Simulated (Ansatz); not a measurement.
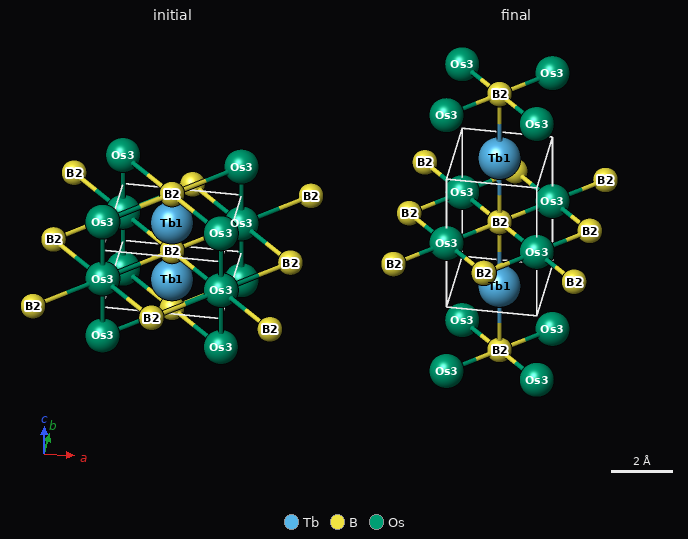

The structure of crystalline TbBOs (a generated structure, set up in P4/mmm) (coarse preliminary run) before (left) and after (right) a relaxation, at one scale.

A ball-and-stick model of the cell of the calculation, seen from a free direction.

Level of theory: Ansatz 0.2.0, DFT PBE, scalar-relativistic, plane waves, PAW; 4f electrons in the core of a trivalent norm-conserving potential.

The input:
```yaml
crystal:
  lattice:
    - [3.98175058, 0.0, 0.0]
    - [0.0, 3.98175058, 0.0]
    - [0.0, 0.0, 2.27862885]
  atoms:
    - { symbol: Tb, position: [0.5, 0.5, 0.0] }
    - { symbol: B, position: [0.5, 0.5, 0.5] }
    - { symbol: Os, position: [0.0, 0.0, 0.5] }
basis:
  ecutwfc: 690
kpoints:
  mp_grid: { grid: [4, 4, 8] }
hamiltonian:
  xc: pbe
  pseudopotentials:
    kind: paw
    azcp: { Tb: "pseudopotentials/pbe/nc/lanthanide_3plus/Tb.nc.azcp" }
scf:
  occupations: { method: gaussian, width: 0.1 }
  lower_state_search: "off"
output:
  forces: true
  stress: true
  eigenvalues: true
relax:
  adjacent_minimum: "off"
  f_tol: 0.04
  max_steps: 70
  cell: { stress_tol: 0.4 }
```

Run as
```bash
ansatz run input.yaml --threads 1 --pin off --max-ram 2560MiB --backend cpu --events-out ev --progress --plain --runs-dir out
```

What changed between the two?

The energy falls by 64.810 eV per cell of the calculation in 29 accepted moves (32 points after the start). All forces vanish by symmetry, so only the cell relaxes. The pressure goes from 431.72 to 0.02 GPa. The SCF was repeated 3 times at an unchanged geometry on a basis and grid sized afresh for the cell, which shifted the energy by 1.880 eV per cell of the calculation at most. No atom moves by more than 0.005 Å relative to the cell. The volume changes by +30.8 %, with a = b 3.982 → 3.036 Å (−23.7 %), c 2.279 → 5.127 Å (+125.0 %). Near-neighbour distances that change, for instance: Tb1–Tb1 2.279 → 5.127 Å, Os3–Os3 2.279 → 5.127 Å, B2–B2 2.279 → 5.127 Å, Tb1–B2 1.139 → 2.564 Å. The space group stays P4/mmm (No. 123).

Limits of the set-up: the k-point mesh is coarse for a cell with partly filled bands.
